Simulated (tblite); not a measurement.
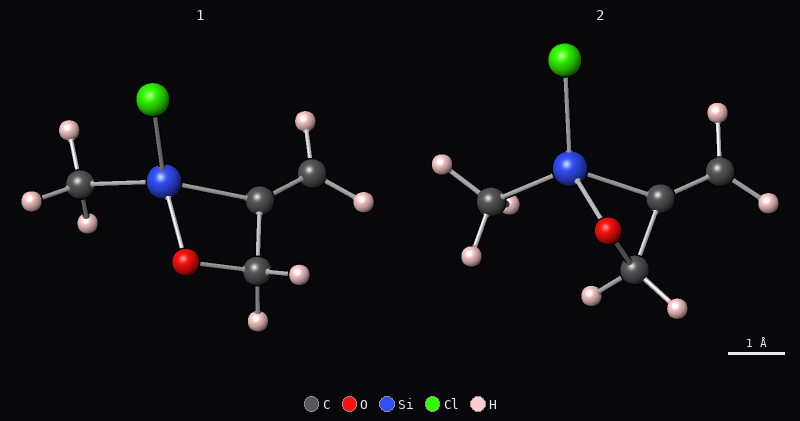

Two geometries of C₄H₇ClOSi, drawn at one scale. One is the start of a relaxation, the other its converged end. A ball-and-stick model, seen at a tilt.

All numbers below come from tblite 0.8.0, GFN2-xTB geometry optimisation, gas phase. 

**Which of the two is the end point?**

Structure 1 is the relaxed one. After 124 geometry steps the energy has fallen by 1.370 eV. An H atom moves most after the best rigid fit: 1.30 Å. By element the largest moves are H 1.30 Å, Cl 1.02 Å, O 0.77 Å, C 0.45 Å, Si 0.26 Å. Some distances before and after: Cl–Si 2.077 → 2.017 Å, C–Si 1.836 → 1.894 Å, C–H 1.119 → 1.085 Å, C–O 1.401 → 1.434 Å. Among the angles between lasting bonds that change: C–C–O 89.2° → 99.0°, C–O–Si 88.6° → 97.5°, C–C–C 138.7° → 130.7°. Groups turn about C–Si by about 60°, C–O by about 45°, C–C by about 40°. The run took 1.5 s on 1 thread of Arm Neoverse N1, with other jobs on the host.
